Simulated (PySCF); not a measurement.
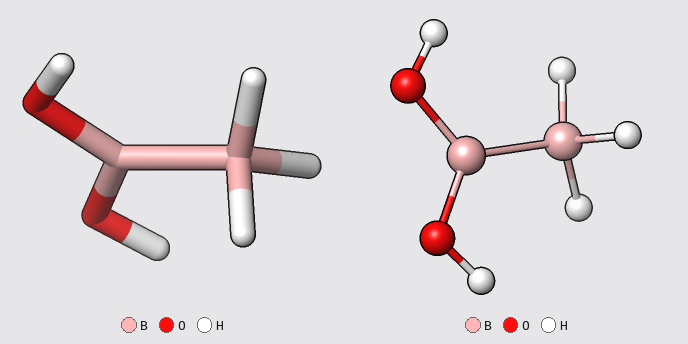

The same structure drawn twice, from different directions.

The species has charge −1 and is a spin singlet.

> What is the molecular formula?

B₂H₅O₂⁻, 9 atoms: 2 boron, 5 hydrogen and 2 oxygen.

> Write the SMILES.

[BH3-]B(O)O

> Name some functional groups or characteristic bonds that it holds.

Among them: B–H bond.

More results for the same structure follow; atom numbers are the same in all pictures, views and colours differ. The geometry was computed by an optimisation with PBE0-D3(BJ)/def2-SVP. No frequency run is at hand to confirm it as a minimum.

## Charges

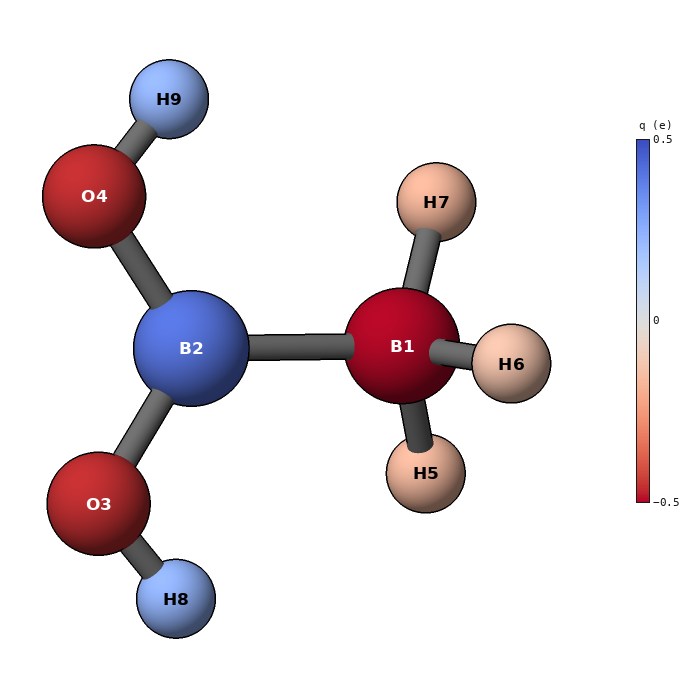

Atoms are coloured by their Mulliken charges. No frequency run is at hand to confirm it as a minimum. Method: PBE0/pcSseg-1, gas phase (PySCF 2.14.0).

> Which atom carries the highest charge (most positive or least negative)?

B2 (0.40 e).

> And the lowest?

B1 (−0.49 e).

List the Mulliken charges.

| atom | value (e) |
| --- | --- |
| B1 | −0.49 |
| B2 | 0.40 |
| O3 | −0.46 |
| O4 | −0.46 |
| H5 | −0.15 |
| H6 | −0.12 |
| H7 | −0.16 |
| H8 | 0.22 |
| H9 | 0.22 |

## Core levels

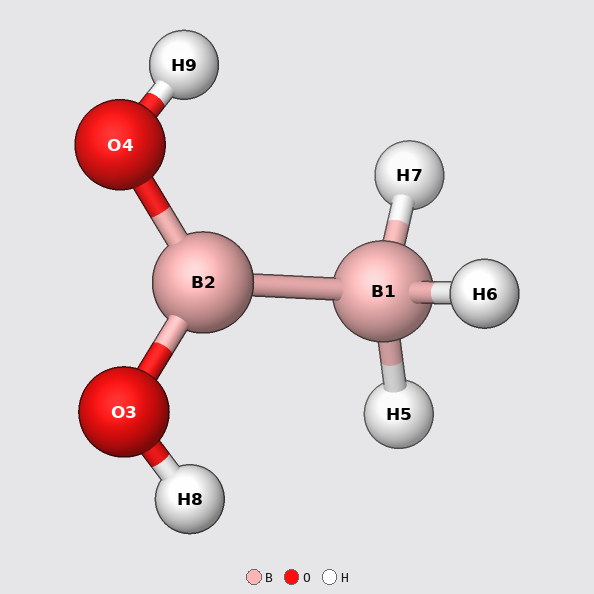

No frequency run is at hand to confirm it as a minimum. Level of theory: delta-SCF UKS SCAN, pcX-2 on the ionised atom, pcseg-1 elsewhere, spin-free X2C (PySCF 2.14.0).

Give the core-electron binding energies (to vacuum) of B1 1s, B2 1s, O3 1s.

```tsv
atom	level	binding energy (eV)
B1	1s	187.4
B2	1s	191.0
O3	1s	533.6
```

## Spin–spin coupling

No frequency run is at hand to confirm it as a minimum. Method: B3LYP/pcJ-1 indirect spin-spin coupling, non-relativistic, gas phase (PySCF 2.14.0). Isotopes: 11B, 1H, 17O.

Give the spin–spin coupling constants of these pairs, with the number of bonds between them: B1/B2, B1/H7, O3/H8, B1/O3, B1/O4, B2/H6, B2/H5, H5/H6, H6/H7, O3/H7, O3/H9, O4/H6, O4/H8.

| pair | bonds apart | J (Hz) |
| --- | --- | --- |
| B1, B2 | 1 | 76.0 |
| B1, H7 | 1 | 85.0 |
| O3, H8 | 1 | −75.4 |
| B1, O3 | 2 | −2.1 |
| B1, O4 | 2 | −2.1 |
| B2, H6 | 2 | −7.4 |
| B2, H5 | 2 | −5.6 |
| H5, H6 | 2 | −15.5 |
| H6, H7 | 2 | −14.4 |
| O3, H7 | 3 | −2.5 |
| O3, H9 | 3 | −10.0 |
| O4, H6 | 3 | −0.6 |
| O4, H8 | 3 | −10.0 |

Mulliken values depend strongly on the basis set and can even reverse the polarity of a bond.
